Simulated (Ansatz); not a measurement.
## Electronic structure of C$_{2}$H$_{7}$FSi$_{2}$ in real space

Input file:

```
crystal:
  periodic: [false, false, false]
  atoms:
    - {symbol: C, position_ang: [-1.493517, 0.552860, -0.453061]}
    - {symbol: Si, position_ang: [-0.046404, -0.605042, -0.657413]}
    - {symbol: C, position_ang: [0.983782, -0.686396, 0.922824]}
    - {symbol: Si, position_ang: [2.372620, 0.544512, 0.633709]}
    - {symbol: F, position_ang: [1.520128, 1.918666, 0.806763]}
    - {symbol: H, position_ang: [-2.183360, 0.182011, 0.308704]}
    - {symbol: H, position_ang: [-1.138670, 1.538534, -0.142855]}
    - {symbol: H, position_ang: [-2.044166, 0.663328, -1.389623]}
    - {symbol: H, position_ang: [-0.472423, -1.965578, -1.083179]}
    - {symbol: H, position_ang: [1.387070, -1.693521, 1.059674]}
    - {symbol: H, position_ang: [0.345234, -0.423069, 1.772226]}
    - {symbol: H, position_ang: [0.846806, -0.081305, -1.743772]}
basis:
  gaussian: {orbitals: def2-TZVPP}
hamiltonian: {xc: pbe0, dispersion: d4}
output: {orbitals: {seedname: orbitals}}
```

Run with:

```sh
ansatz run in.yaml --threads 4 --pin off --events-out ev --progress --plain --max-ram 10444MiB
```

Geometry: PBE0-D4/def2-TZVP.

Computed with RKS PBE0-D4/def2-TZVPP in Ansatz.

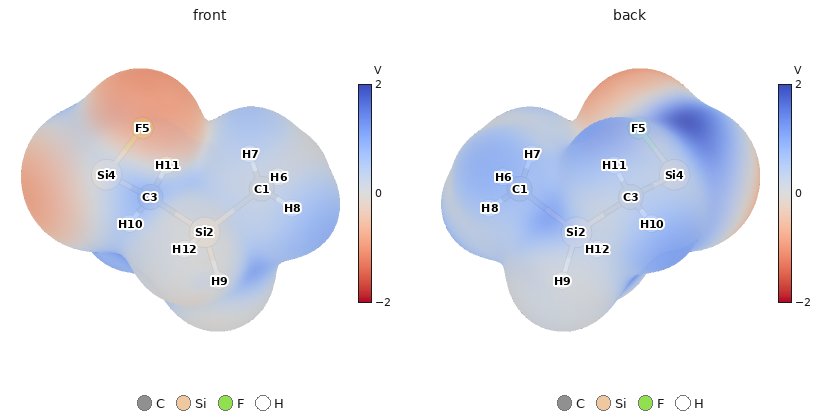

Figure 1. The electrostatic potential painted on the density surface at 0.002 e/bohr³, seen from the front and from behind; the colour scale runs from red (negative) to blue (positive).

> Where is the surface potential most negative and most positive?

The most negative region (about −1.0 V, or −23 kcal/mol for a unit charge) lies over F5, the most positive (about +1.7 V, or +39 kcal/mol for a unit charge) over Si4.

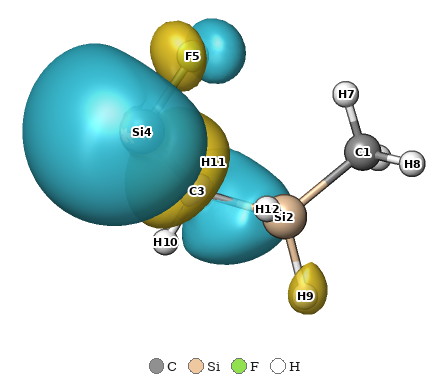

Figure 2. One frontier orbital at ±0.08 Å⁻³ᐟ² (yellow and cyan are the two phases), seen across its widest extent.

> Which orbital is it: HOMO or LUMO?

The HOMO, at −6.57 eV. Its weight (Hirshfeld) is mainly on Si4 (about 65 %), C3 (about 20 %) and F5 (about 5 %).

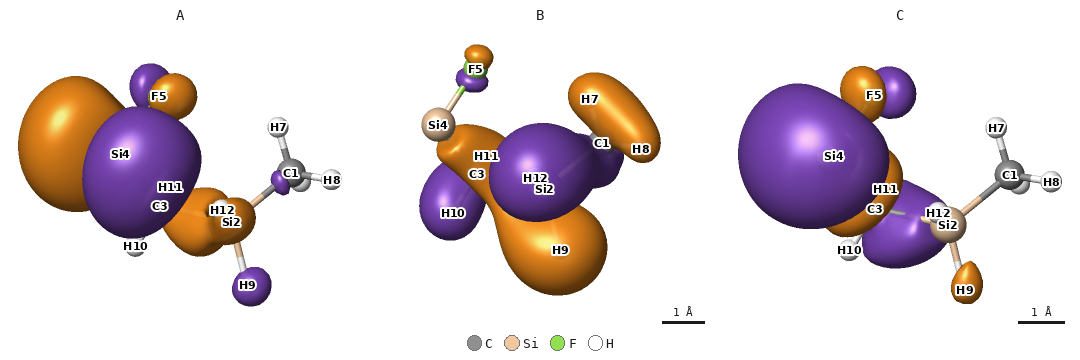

Figure 3. Three frontier orbitals at ±0.08 Å⁻³ᐟ² (orange and purple are the two phases), in no order.

> Order the three orbitals by energy and name them.

B is the HOMO−1 (−9.21 eV). By Hirshfeld shares it lies mainly on Si2 (about 30 %), H9 (about 20 %), H12 (about 20 %), C3 (about 10 %) and C1 (about 10 %). C is the HOMO (−6.57 eV). By Hirshfeld shares it lies mainly on Si4 (about 65 %), C3 (about 20 %) and F5 (about 5 %). A is the LUMO (−1.91 eV). Its weight (Hirshfeld) is mainly on Si4 (about 75 %), F5 (about 5 %) and Si2 (about 5 %).

> What is the HOMO–LUMO gap?

4.66 eV between the orbital energies.
